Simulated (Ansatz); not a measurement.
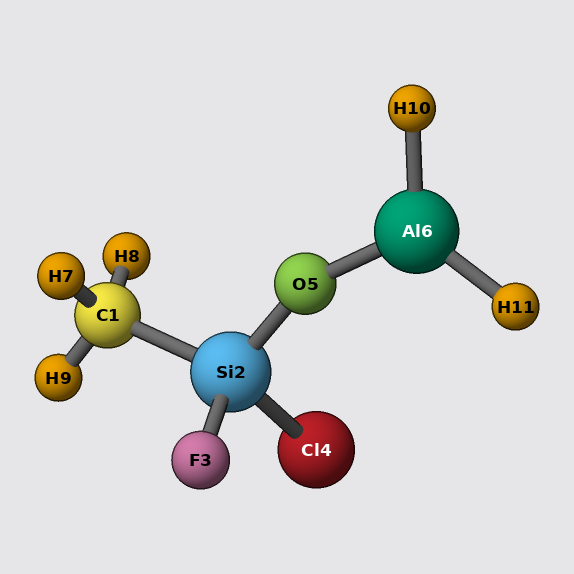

The questions are on Mulliken charges. The computed structure is the end point of a PBE0-D4/def2-TZVP optimisation. No frequency run is at hand to confirm it as a minimum. Properties computed with RKS PBE0-D4/def2-TZVP (Ansatz 0.2.0).

Which atom carries the highest charge (most positive or least negative)?

Answer. Si2 (0.70 e).

And the lowest?

Answer. C1 (−0.49 e).

Give the Mulliken charges atom by atom.

| atom | value (e) |
| --- | --- |
| C1 | −0.49 |
| Si2 | 0.70 |
| F3 | −0.30 |
| Cl4 | −0.26 |
| O5 | −0.31 |
| Al6 | 0.39 |
| H7 | 0.15 |
| H8 | 0.15 |
| H9 | 0.15 |
| H10 | −0.08 |
| H11 | −0.08 |

Mulliken values depend strongly on the basis set and can even reverse the polarity of a bond.
